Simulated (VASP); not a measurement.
Band structure of CdF$_{2}$ (fluorite). All values below come from PBEsol GGA, VASP's PBE PAW potentials (set 64) (plane waves; VASP).

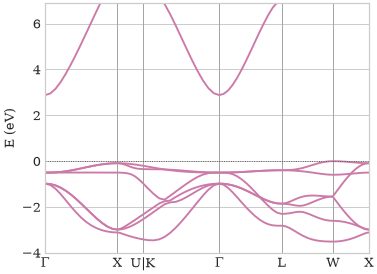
Fig. 1. Bands along high-symmetry lines, zero at the valence-band maximum or, without a gap, the Fermi level

Read the plot: is there a gap, and where are the band edges?

The gap is indirect, 2.88 eV, from the valence maximum at W to the conduction minimum at Γ. (Edges off the drawn lines would not show.)

Measured: gap 7.80 eV (computed value off by -4.92 eV), as given by Giancarlo Cappellini et al., Physical Review B (2013), arXiv:1302.2571.

The compound is CdF2 in the fluorite structure. It was relaxed first.
